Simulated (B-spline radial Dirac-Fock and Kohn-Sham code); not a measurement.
Ge⁴⁺ ([Ar] 3d9 4p1), which is not the ground configuration. Computed with a B-spline radial code: Thomson × f² and Klein–Nishina × S on Dirac–Fock densities, without anomalous dispersion.

A figure with this caption is to be made: «Coherent and incoherent photon scattering cross sections against photon energy, computed at the marked points and joined by straight lines.» What will it show?

Coherent scattering falls from 479 b at 2.00 keV to 0.0716 b at 1.00 MeV. Incoherent scattering is largest at 100 keV among the points computed (12.7 b), and it overtakes the coherent part between 30.0 keV and 100 keV.

Here it is:

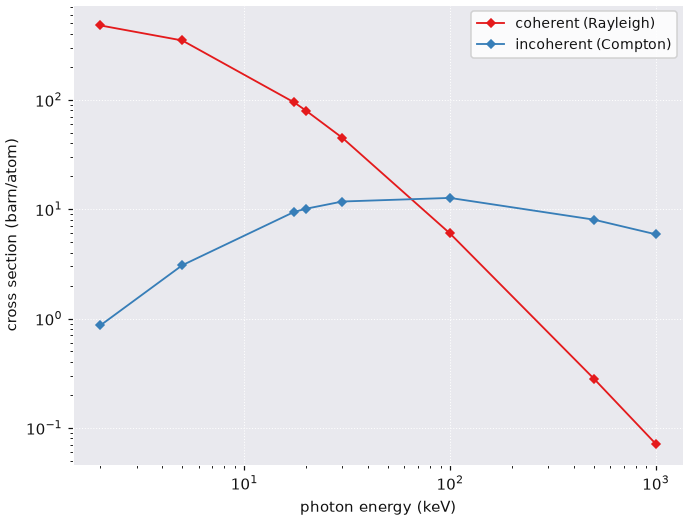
